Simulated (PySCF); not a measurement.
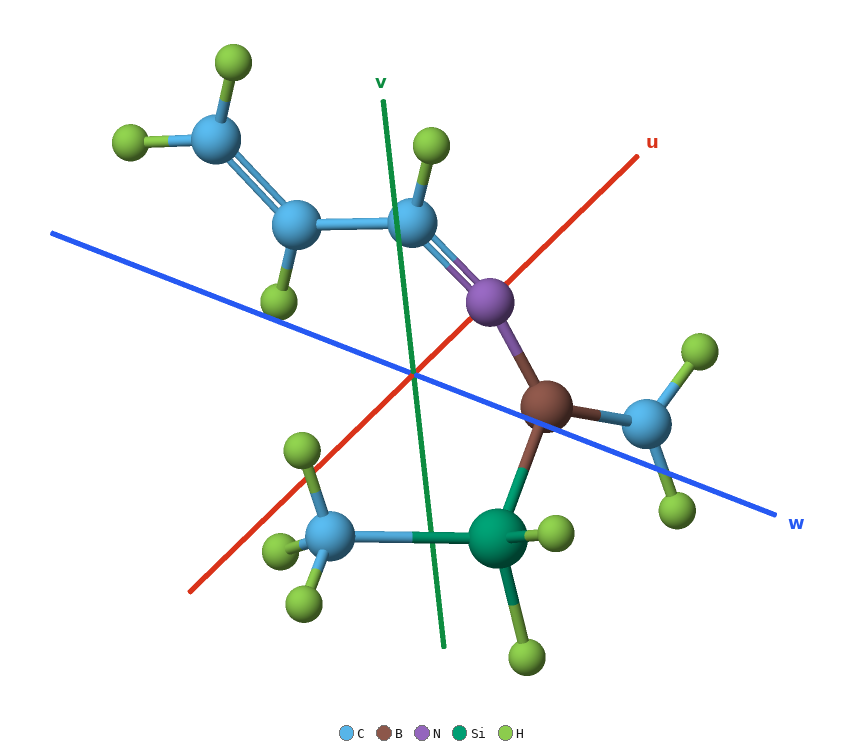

The lines u, v and w are the principal axes of the g tensor. Charge 0, doublet. The geometry was computed by an optimisation with GFN2-xTB. No frequency run is at hand to confirm it as a minimum. Properties computed with UKS B3LYP, pcH-1 on B C H N Si, non-relativistic, mean-field spin-orbit, GIAO (PySCF 2.14.0).

**Along which axis does g lie farthest from the free-electron value?**

Along u: the shift is 791 ppm.

Give the principal values and shifts.

| axis | g | shift (ppm) |
| --- | --- | --- |
| u | 2.00311 | 791 |
| v | 2.00267 | 355 |
| w | 2.00214 | −183 |

The geometry is semi-empirical. Around B, Si such bond lengths and angles can be off by a tenth of an ångström or more and by several degrees, and values that hang on the shape move with them.
